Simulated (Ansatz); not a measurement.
# Run report: BSiH$_{6}$F, molecular dynamics (part 4 of 4)

The same run, continued: BSiH$_{6}$F; RKS PBE0-D4/def2-SVP (Ansatz 0.2.0). It belongs to a series of runs on one base structure; here: dynamics from the highest image of the converged band.

Geometry of the input (Å):
```
B  -0.1133  -0.2726  0.1317
F  0.3030  0.6193  1.4576
H  0.7153  -0.0893  -0.7232
H  -1.2900  -0.1176  -0.0745
Si 0.1254  -2.2794  0.7810
H  -0.2970  -2.8148  -0.5495
H  1.5085  -2.7580  1.0863
H  -0.8045  -2.7911  1.8340
H  0.3369  -0.4809  1.5141
```

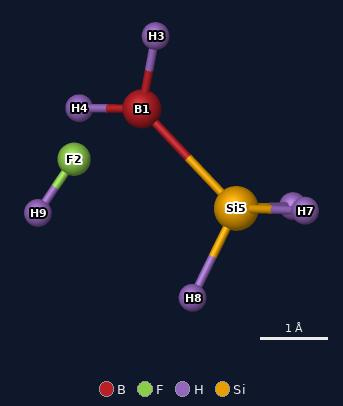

Fig. 1: The geometry at step 158 of the log (ball-and-stick view, seen at a tilt; atoms are numbered from 1 in the order of the input).

Trajectory as extended XYZ, continued:
```
9
Properties=species:S:1:pos:R:3:forces:R:3 step=113 time_fs=56.5 energy=-11354.65223 temperature=356.7
B    -0.1611   -0.5072   -0.1157   -0.8003   0.5711  -0.1787
F     0.3580    0.6881    1.6252    0.0662  -0.7004  -4.1156
H     0.5979    0.1958   -0.7193    0.3729  -0.2199  -0.1869
H    -1.2945   -0.0702   -0.1165   -0.0094  -0.1484  -0.0443
Si    0.1062   -2.2978    0.7082    0.4277  -0.1143   0.3645
H    -0.3122   -3.4981   -0.0825    0.0540   0.0961  -0.2032
H     1.5511   -2.4560    1.1135   -0.1808  -0.1866   0.0312
H    -0.7438   -2.3599    1.9411    0.0644   0.0030   0.1190
H     0.3809    0.8704    2.4722    0.0054   0.6994   4.2141
9
Properties=species:S:1:pos:R:3:forces:R:3 step=117 time_fs=58.5 energy=-11354.72998 temperature=438.2
B    -0.1697   -0.5047   -0.1398   -0.9279   0.7658  -0.0464
F     0.3629    0.6940    1.6331    0.2190  -0.1877  -1.4056
H     0.6323    0.2099   -0.7194   -0.1111  -0.4753   0.0005
H    -1.3365   -0.0684   -0.0992    0.6568  -0.3101  -0.2045
Si    0.1097   -2.3059    0.7109    0.1682   0.2298   0.0735
H    -0.3533   -3.4942   -0.0774    0.1806   0.0729  -0.1740
H     1.5567   -2.4326    1.1083   -0.1730  -0.2794   0.0585
H    -0.7687   -2.3494    1.9227    0.1260   0.0108   0.1930
H     0.3499    0.9022    2.5096   -0.1387   0.1732   1.5049
9
Properties=species:S:1:pos:R:3:forces:R:3 step=121 time_fs=60.5 energy=-11354.58794 temperature=286.6
B    -0.1816   -0.4996   -0.1641   -0.6252   0.5549   0.2433
F     0.3683    0.6996    1.6381    0.0233   0.9196   3.2700
H     0.6629    0.2064   -0.7199   -0.4261  -0.5435   0.0569
H    -1.3552   -0.0778   -0.0897    0.7546  -0.2459  -0.3450
Si    0.1135   -2.3136    0.7136   -0.1906   0.5718  -0.1879
H    -0.3875   -3.4875   -0.0790    0.2849   0.0494  -0.1245
H     1.5560   -2.4199    1.1054   -0.0816  -0.3500   0.0953
H    -0.7887   -2.3386    1.9115    0.2031   0.0043   0.2023
H     0.3151    0.9399    2.6043    0.0576  -0.9606  -3.2104
9
Properties=species:S:1:pos:R:3:forces:R:3 step=125 time_fs=62.5 energy=-11354.64481 temperature=347.6
B    -0.1956   -0.4926   -0.1874   -0.0094  -0.1099   0.5808
F     0.3737    0.7069    1.6490   -0.0469   0.7297   2.5380
H     0.6782    0.1829   -0.7188   -0.4326  -0.3587  -0.0654
H    -1.3468   -0.0960   -0.0931    0.2565   0.0248  -0.3970
Si    0.1169   -2.3206    0.7161   -0.5406   0.8711  -0.3765
H    -0.4110   -3.4790   -0.0853    0.3461   0.0171  -0.0762
H     1.5523   -2.4204    1.1061    0.0322  -0.3823   0.1216
H    -0.8009   -2.3276    1.9079    0.2750  -0.0161   0.1663
H     0.2821    0.9447    2.5919    0.1196  -0.7756  -2.4916
9
Properties=species:S:1:pos:R:3:forces:R:3 step=129 time_fs=64.5 energy=-11354.61752 temperature=317.2
B    -0.2096   -0.4861   -0.2087    0.6463  -0.9759   0.9045
F     0.3791    0.7154    1.6640    0.7255  -0.7830  -3.4848
H     0.6777    0.1462   -0.7205   -0.1573  -0.0036  -0.3039
H    -1.3296   -0.1130   -0.1114   -0.5436   0.3607  -0.3620
Si    0.1197   -2.3264    0.7181   -0.7511   1.1058  -0.4738
H    -0.4213   -3.4698   -0.0946    0.3522  -0.0308  -0.0445
H     1.5495   -2.4355    1.1113    0.0863  -0.3678   0.1143
H    -0.8027   -2.3173    1.9107    0.3088  -0.0482   0.1228
H     0.2509    0.9243    2.5020   -0.6672   0.7428   3.5273
9
Properties=species:S:1:pos:R:3:forces:R:3 step=133 time_fs=66.5 energy=-11354.66735 temperature=369.9
B    -0.2214   -0.4829   -0.2267    0.7728  -1.5027   1.1949
F     0.3859    0.7227    1.6734    0.6318  -0.4282  -2.0588
H     0.6714    0.1092   -0.7338    0.1523   0.3057  -0.4976
H    -1.3316   -0.1169   -0.1436   -0.8417   0.4714  -0.3291
Si    0.1214   -2.3306    0.7195   -0.7531   1.2735  -0.4894
H    -0.4184   -3.4619   -0.1056    0.3060  -0.0908  -0.0296
H     1.5498   -2.4644    1.1208    0.0379  -0.3061   0.0633
H    -0.7929   -2.3088    1.9182    0.2823  -0.0881   0.1009
H     0.1965    0.9256    2.5208   -0.5883   0.3654   2.0455
9
Properties=species:S:1:pos:R:3:forces:R:3 step=138 time_fs=69.0 energy=-11354.60049 temperature=300.7
B    -0.2328   -0.4862   -0.2434    0.1991  -1.2231   1.1759
F     0.3956    0.7310    1.6810   -0.8821   0.7542   3.2842
H     0.6704    0.0785   -0.7761    0.0557   0.2894  -0.3883
H    -1.3732   -0.0987   -0.2016   -0.0096   0.1471  -0.2900
Si    0.1222   -2.3335    0.7202   -0.5358   1.3314  -0.4294
H    -0.3987   -3.4570   -0.1210    0.2005  -0.1339  -0.0178
H     1.5514   -2.5165    1.1356   -0.1082  -0.1659  -0.0430
H    -0.7660   -2.3032    1.9332    0.1739  -0.1354   0.1028
H     0.1081    0.9394    2.6203    0.9064  -0.8637  -3.3945
9
Properties=species:S:1:pos:R:3:forces:R:3 step=142 time_fs=71.0 energy=-11354.74483 temperature=456.9
B    -0.2408   -0.4938   -0.2520   -0.0417  -0.6597   0.7268
F     0.4018    0.7390    1.6933   -0.5826   0.3707   1.7735
H     0.6719    0.0661   -0.8265   -0.3293   0.0251  -0.0514
H    -1.4099   -0.0768   -0.2603    0.7251  -0.1789  -0.1520
Si    0.1220   -2.3338    0.7202   -0.3344   1.2183  -0.3541
H    -0.3740   -3.4586   -0.1340    0.1023  -0.1048   0.0043
H     1.5486   -2.5656    1.1459   -0.1892  -0.0187  -0.1266
H    -0.7367   -2.3044    1.9495    0.0628  -0.1596   0.0977
H     0.0689    0.9190    2.5794    0.5870  -0.4924  -1.9181
9
Properties=species:S:1:pos:R:3:forces:R:3 step=146 time_fs=73.0 energy=-11354.67353 temperature=381.6
B    -0.2489   -0.5039   -0.2581    0.0737  -0.2768   0.2005
F     0.4072    0.7477    1.7083    1.9370  -0.7062  -4.0460
H     0.6612    0.0548   -0.8790   -0.5551  -0.1965   0.2576
H    -1.4206   -0.0613   -0.3246    0.9186  -0.3468   0.0534
Si    0.1213   -2.3323    0.7196   -0.2194   1.0086  -0.2744
H    -0.3455   -3.4640   -0.1469    0.0038  -0.0276   0.0413
H     1.5389   -2.6155    1.1515   -0.1684   0.1286  -0.1782
H    -0.7049   -2.3116    1.9694   -0.0348  -0.1679   0.0569
H     0.0440    0.8826    2.4816   -1.9554   0.5845   3.8888
9
Properties=species:S:1:pos:R:3:forces:R:3 step=150 time_fs=75.0 energy=-11354.80402 temperature=519.8
B    -0.2566   -0.5150   -0.2634    0.4089  -0.2438  -0.0613
F     0.4157    0.7552    1.7169    0.4963  -0.1638  -0.9269
H     0.6304    0.0366   -0.9223   -0.4095  -0.2394   0.3577
H    -1.3979   -0.0584   -0.3869    0.4968  -0.3026   0.2304
Si    0.1203   -2.3296    0.7187   -0.2163   0.7936  -0.1952
H    -0.3167   -3.4705   -0.1581   -0.0932   0.0556   0.0800
H     1.5230   -2.6605    1.1504   -0.0405   0.2461  -0.1853
H    -0.6744   -2.3252    1.9915   -0.1022  -0.1616  -0.0247
H    -0.0407    0.8617    2.4967   -0.5403   0.0160   0.7253
9
Properties=species:S:1:pos:R:3:forces:R:3 step=154 time_fs=77.0 energy=-11354.64595 temperature=350.5
B    -0.2629   -0.5271   -0.2688    0.7923  -0.5510   0.0160
F     0.4252    0.7624    1.7235   -2.0069   0.1866   2.6916
H     0.5850    0.0097   -0.9527    0.0714  -0.0973   0.2051
H    -1.3575   -0.0665   -0.4407   -0.3365  -0.0795   0.3184
Si    0.1189   -2.3257    0.7175   -0.2764   0.6011  -0.1008
H    -0.2915   -3.4749   -0.1664   -0.1854   0.1149   0.0960
H     1.5058   -2.6963    1.1422    0.1411   0.3261  -0.1599
H    -0.6477   -2.3449    2.0124   -0.1398  -0.1369  -0.1285
H    -0.1451    0.8432    2.5442    1.9401  -0.3639  -2.9378
9
Properties=species:S:1:pos:R:3:forces:R:3 step=158 time_fs=79.0 energy=-11354.67441 temperature=380.3
B    -0.2664   -0.5411   -0.2741    0.8511  -0.8563   0.1955
F     0.4311    0.7698    1.7348   -1.6517  -0.0004   1.7844
H     0.5425   -0.0207   -0.9756    0.6114   0.1054  -0.0614
H    -1.3294   -0.0778   -0.4825   -0.9388   0.0984   0.3668
Si    0.1172   -2.3210    0.7162   -0.3038   0.4012   0.0214
H    -0.2734   -3.4750   -0.1711   -0.2632   0.1398   0.0748
H     1.4938   -2.7196    1.1280    0.2860   0.3808  -0.1301
H    -0.6263   -2.3699    2.0286   -0.1592  -0.0903  -0.2176
H    -0.1836    0.8124    2.4923    1.5682  -0.1786  -2.0338
9
Properties=species:S:1:pos:R:3:forces:R:3 step=162 time_fs=81.0 energy=-11354.64576 temperature=349.1
B    -0.2671   -0.5581   -0.2788    0.4105  -0.6561   0.0460
F     0.4342    0.7773    1.7491    2.4622  -0.1088  -2.8067
H     0.5223   -0.0476   -1.0002    0.7731   0.1435  -0.1226
H    -1.3344   -0.0862   -0.5099   -0.7012  -0.0157   0.4867
Si    0.1151   -2.3157    0.7149   -0.2131   0.1695   0.1585
H    -0.2653   -3.4699   -0.1730   -0.3135   0.1294   0.0227
H     1.4924   -2.7283    1.1087    0.3147   0.4228  -0.1174
H    -0.6110   -2.3982    2.0365   -0.1743  -0.0290  -0.2507
H    -0.1747    0.7747    2.3757   -2.5584  -0.0556   2.5835
9
Properties=species:S:1:pos:R:3:forces:R:3 step=167 time_fs=83.5 energy=-11354.76497 temperature=476.9
B    -0.2660   -0.5821   -0.2848   -0.1206   0.1656  -0.5412
F     0.4439    0.7864    1.7605   -0.1619  -0.1689  -0.1829
H     0.5353   -0.0751   -1.0351    0.3156  -0.1024   0.2234
H    -1.3734   -0.0994   -0.5175    0.1954  -0.3258   0.6174
Si    0.1122   -2.3088    0.7136    0.0702  -0.1232   0.2662
H    -0.2719   -3.4568   -0.1745   -0.3193   0.0796  -0.0447
H     1.5067   -2.7165    1.0783    0.1732   0.4451  -0.1181
H    -0.6014   -2.4349    2.0335   -0.1979   0.0446  -0.1805
H    -0.2769    0.7224    2.3375    0.0455  -0.0146  -0.0396
9
Properties=species:S:1:pos:R:3:forces:R:3 step=171 time_fs=85.5 energy=-11354.61978 temperature=322.3
B    -0.2654   -0.6010   -0.2915   -0.1978   0.6302  -0.8210
F     0.4525    0.7932    1.7681   -3.1628  -0.6078   1.8103
H     0.5607   -0.1006   -1.0548   -0.1265  -0.2672   0.4774
H    -1.3997   -0.1225   -0.4977    0.6109  -0.3858   0.5561
Si    0.1098   -2.3035    0.7129    0.3131  -0.3240   0.2584
H    -0.2909   -3.4427   -0.1773   -0.2688   0.0456  -0.0715
H     1.5260   -2.6880    1.0488    0.0010   0.4118  -0.1080
H    -0.6021   -2.4626    2.0231   -0.2049   0.0914  -0.0678
H    -0.3779    0.6803    2.3281    3.0358   0.4057  -2.0340
9
Properties=species:S:1:pos:R:3:forces:R:3 step=175 time_fs=87.5 energy=-11354.78774 temperature=504.3
B    -0.2655   -0.6178   -0.3011   -0.0422   0.6125  -0.6944
F     0.4552    0.7990    1.7788   -1.9260  -0.5158   0.7897
H     0.5822   -0.1357   -1.0570   -0.3109  -0.2333   0.4509
H    -1.4042   -0.1597   -0.4570    0.5139  -0.2004   0.3531
Si    0.1079   -2.2986    0.7126    0.4408  -0.4757   0.1848
H    -0.3199   -3.4268   -0.1828   -0.1716   0.0409  -0.0640
H     1.5454   -2.6440    1.0154   -0.1279   0.3151  -0.0703
H    -0.6105   -2.4868    2.0101   -0.1751   0.1287   0.0310
H    -0.3745    0.6522    2.2494    1.7990   0.3280  -0.9806
9
Properties=species:S:1:pos:R:3:forces:R:3 step=179 time_fs=89.5 energy=-11354.74188 temperature=456.7
B    -0.2657   -0.6325   -0.3130    0.2064   0.1886  -0.2030
F     0.4549    0.8038    1.7909    3.7195   0.6601  -1.9500
H     0.5927   -0.1791   -1.0430   -0.1706  -0.0043   0.1199
H    -1.3905   -0.2040   -0.4030   -0.0142   0.1613   0.0930
Si    0.1066   -2.2944    0.7126    0.4025  -0.5636   0.0894
H    -0.3555   -3.4092   -0.1906   -0.0443   0.0545  -0.0298
H     1.5603   -2.5880    0.9793   -0.1616   0.1592  -0.0015
H    -0.6255   -2.5061    1.9982   -0.0975   0.1605   0.0737
H    -0.3188    0.6329    2.1401   -3.8403  -0.8163   1.8082
9
Properties=species:S:1:pos:R:3:forces:R:3 step=183 time_fs=91.5 energy=-11354.81298 temperature=529.9
B    -0.2652   -0.6465   -0.3256    0.2578  -0.2437   0.4260
F     0.4603    0.8097    1.7998    0.6903   0.0174  -0.4855
H     0.5972   -0.2225   -1.0247    0.1405   0.2864  -0.3470
H    -1.3772   -0.2422   -0.3453   -0.5160   0.4868  -0.1249
Si    0.1059   -2.2909    0.7126    0.2467  -0.5881   0.0041
H    -0.3927   -3.3897   -0.1996    0.0868   0.0539   0.0142
H     1.5692   -2.5261    0.9432   -0.1060  -0.0284   0.0881
H    -0.6442   -2.5193    1.9889    0.0112   0.1892   0.0650
H    -0.3760    0.5891    2.0826   -0.8111  -0.1735   0.3600
9
Properties=species:S:1:pos:R:3:forces:R:3 step=188 time_fs=94.0 energy=-11354.56795 temperature=265.1
B    -0.2636   -0.6651   -0.3392   -0.1898  -0.1545   0.8067
F     0.4682    0.8167    1.8097   -3.5746  -1.2571   0.6060
H     0.6102   -0.2612   -1.0210    0.1791   0.4144  -0.5828
H    -1.3856   -0.2644   -0.2805   -0.2758   0.5186  -0.3262
Si    0.1054   -2.2877    0.7127    0.0361  -0.5848  -0.0355
H    -0.4342   -3.3625   -0.2100    0.2185   0.0075   0.0425
H     1.5751   -2.4510    0.9033    0.0050  -0.2468   0.1924
H    -0.6663   -2.5255    1.9805    0.1450   0.2149   0.0292
H    -0.4738    0.5316    2.0293    3.4565   1.0877  -0.7324
9
Properties=species:S:1:pos:R:3:forces:R:3 step=192 time_fs=96.0 energy=-11354.66598 temperature=368.8
B    -0.2629   -0.6806   -0.3470   -0.4794   0.3665   0.6070
F     0.4674    0.8198    1.8187   -1.4095  -0.6391   0.0191
H     0.6272   -0.2753   -1.0415   -0.2465   0.2477  -0.3274
H    -1.4045   -0.2602   -0.2420    0.3294   0.3308  -0.4626
Si    0.1050   -2.2860    0.7128   -0.0258  -0.5723  -0.0122
H    -0.4584   -3.3404   -0.2166    0.2791  -0.0652   0.0267
H     1.5797   -2.4008    0.8792    0.0427  -0.3736   0.2450
H    -0.6783   -2.5213    1.9753    0.2132   0.2150   0.0254
H    -0.4248    0.5257    1.9600    1.2968   0.4902  -0.1211
9
Properties=species:S:1:pos:R:3:forces:R:3 step=196 time_fs=98.0 energy=-11354.48586 temperature=175.8
B    -0.2638   -0.6947   -0.3527   -0.4770   0.8804   0.2388
F     0.4647    0.8220    1.8278    4.4991   1.4401  -0.5158
H     0.6348   -0.2800   -1.0743   -0.6682   0.0208   0.0170
H    -1.4115   -0.2433   -0.2211    0.6799   0.1653  -0.5273
Si    0.1047   -2.2851    0.7128    0.0583  -0.5304   0.0158
H    -0.4721   -3.3209   -0.2222    0.2944  -0.1568  -0.0077
H     1.5856   -2.3648    0.8645    0.0013  -0.4487   0.2646
H    -0.6823   -2.5089    1.9712    0.2208   0.1887   0.0688
H    -0.3426    0.5325    1.8865   -4.6086  -1.5594   0.4457
9
Properties=species:S:1:pos:R:3:forces:R:3 step=200 time_fs=100.0 energy=-11354.62268 temperature=319.9
B    -0.2664   -0.7058   -0.3574   -0.2756   1.1373   0.0109
F     0.4688    0.8262    1.8360   -0.0339  -0.1940  -0.1841
H     0.6179   -0.2837   -1.1071   -0.7519  -0.1132   0.1651
H    -1.3941   -0.2197   -0.2199    0.5490   0.1319  -0.4794
Si    0.1044   -2.2849    0.7128    0.2409  -0.4568   0.0071
H    -0.4746   -3.3073   -0.2281    0.2731  -0.2415  -0.0253
H     1.5914   -2.3458    0.8597   -0.0860  -0.4725   0.2560
H    -0.6781   -2.4894    1.9698    0.1690   0.1411   0.1443
H    -0.3932    0.4949    1.8259   -0.0845   0.0677   0.1053
```

Summary:

```tsv
quantity	value
outcome	finished
mean temperature over the second half	376 K
trajectory	200 steps, 100 fs
ensemble	nve
temperature in the input	300.0 K
time step	0.5 fs
potential energy (last step)	−11354.6227 eV
mean-field energy (last step)	−11354.5218 eV
largest force (length of the vector) (last step)	1.170 eV/Å
hardware	1 thread of Intel Xeon (Sapphire Rapids), 64 GiB of memory available, shared host
wall time	6.2 min
peak memory	0.15 GiB
```

Notes:

So short a trajectory is not equilibrated.
